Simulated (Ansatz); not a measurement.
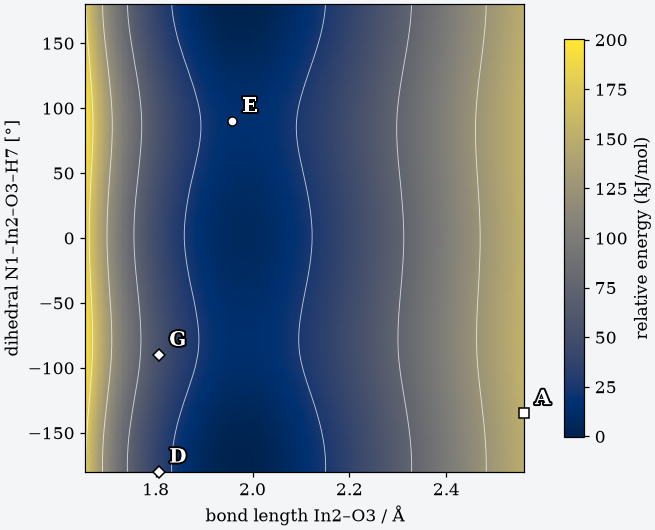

ClH₃InNO, SMILES [NH2][In]([OH])[Cl]. 
- The first coordinate is: bond length In2–O3; the second: dihedral N1–In2–O3–H7.
- Nothing is relaxed (all other coordinates rigid).
- The grid has 7 × 8 points.
- Points are written as (first, second).
- All energies are given in kJ/mol relative to the relaxed molecule at the same level.
- These are results of RKS PBE0-D4/def2-TZVP in Ansatz 0.2.0, not measurements.

Drawn: a smooth colour map with a few white contour lines, lettered points. Between grid points the surface is interpolated.

Rank the lettered points by energy, lowest first.

Answer. E (16 kJ/mol), D (36 kJ/mol), G (54 kJ/mol), A (152 kJ/mol).
